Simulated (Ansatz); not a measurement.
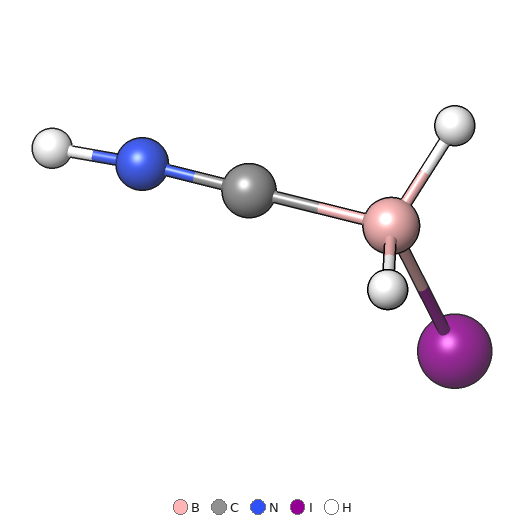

The picture shows the input geometry.

Ansatz 0.2.0 input:

```yaml
crystal:
  periodic: [false, false, false]
  atoms:
    - {symbol: B, position_ang: [-0.536696, 0.740909, -0.306223]}
    - {symbol: C, position_ang: [0.318233, -0.304780, 0.425675]}
    - {symbol: N, position_ang: [0.959749, -1.087152, 0.979446]}
    - {symbol: I, position_ang: [-0.629764, -0.136537, -2.372248]}
    - {symbol: H, position_ang: [-1.625831, 0.764629, 0.198470]}
    - {symbol: H, position_ang: [0.057125, 1.784388, -0.310436]}
    - {symbol: H, position_ang: [1.518382, -1.829558, 1.339619]}
basis:
  gaussian: {orbitals: def2-SVPD, fitting: {mean_field: def2-universal-jkfit}}
total_charge: 1
magnetization: {spin_polarized: true, initial_magnetization: 1}
hamiltonian: {xc: {name: SPW92}}
output: {forces: true}
```

Command:

```sh
ansatz run in.yaml --threads 2 --pin off --events-out ev --progress --plain --max-ram 4352MiB
```

What the program printed:

```
Functional definition: SPW92
  name "SPW92"
  cite "Dirac, Proc. Camb. Phil. Soc. 26, 376 (1930) doi:10.1017/S0305004100016108"
  cite "Slater, Phys. Rev. 81, 385 (1951) doi:10.1103/PhysRev.81.385"
  cite "Perdew & Wang, Phys. Rev. B 45, 13244 (1992) doi:10.1103/PhysRevB.45.13244"
  exchange = slater_x
  correlation = pw_c
499 factors; integrals over basis functions are off by at most 2.5e-1 eV
mean field evaluation 1: about -11274.1816 eV, gradient 6.6e1 eV
mean field evaluation 2: about -11001.3529 eV, gradient 1.8e2 eV
mean field evaluation 4: about -11294.1403 eV, gradient 3.1e1 eV
mean field evaluation 8: about -11300.2601 eV, gradient 1.3e0 eV
mean field evaluation 16: about -11300.2729 eV, gradient 1.4e-2 eV
mean field evaluation 32: about -11300.0788 eV, gradient 2.7e0 eV
mean field -11300.27294659 eV, -415.2773711872 hartree, gradient 1.0e-5 eV, S^2 0.750991; 5 other end points of the search recorded, 0 dependent functions left out
the calculation of the forces begins
reference -11300.27300108 eV, -415.2773731895 hartree; 23, 22 occupied and 96, 97 virtual orbitals, 499 factors
Total energy: -11300.27300108 eV, -415.2773731895 hartree
Atom 0 at    -0.536696     0.740909    -0.306223 Å, force     0.750925    -1.465206    -0.452706 eV/Å
Atom 1 at     0.318233    -0.304780     0.425675 Å, force    -0.452173     0.586854    -0.319507 eV/Å
Atom 2 at     0.959749    -1.087152     0.979446 Å, force    -0.142388     0.173493    -0.123119 eV/Å
Atom 3 at    -0.629764    -0.136537    -2.372248 Å, force    -0.149302     0.462060     0.432138 eV/Å
Atom 4 at    -1.625831     0.764629     0.198470 Å, force    -0.760011     0.314861     0.048930 eV/Å
Atom 5 at     0.057125     1.784388    -0.310436 Å, force     0.040803     0.800121    -0.193224 eV/Å
Atom 6 at     1.518382    -1.829558     1.339619 Å, force     0.712145    -0.872184     0.607487 eV/Å
Dipole moment:     0.548526    -0.413149     0.986255 e Å
```

Self-consistency was reached.
